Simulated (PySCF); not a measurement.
Al(Br)(Me)(Vi), SMILES [CH]([Al]([CH3])[Br])=C (C3H6AlBr) at its PBE0/def2-SVP optimised geometry (Å):

```
11

Al     0.3022     0.2329     0.0000
Br     2.5761     0.2329     0.0000
C     -0.6130     1.9511     0.0000
H     -1.7103     1.8562    -0.0015
H     -0.3227     2.5472    -0.8812
H     -0.3254     2.5421     0.8856
C     -0.5872    -1.4916     0.0027
C     -1.9274    -1.5847    -0.0003
H     -0.0228    -2.4344     0.0066
H     -2.4557    -2.5472     0.0012
H     -2.5761    -0.6991    -0.0043
```

Calculation: PBE0/def2-TZVP (PySCF).

Map of the electron localisation function on the plane z = 1.2 Å:

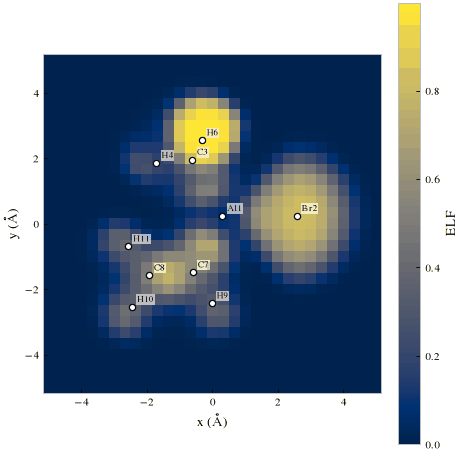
Fig. 1. Electron localisation function on the plane z = 1.2 Å.
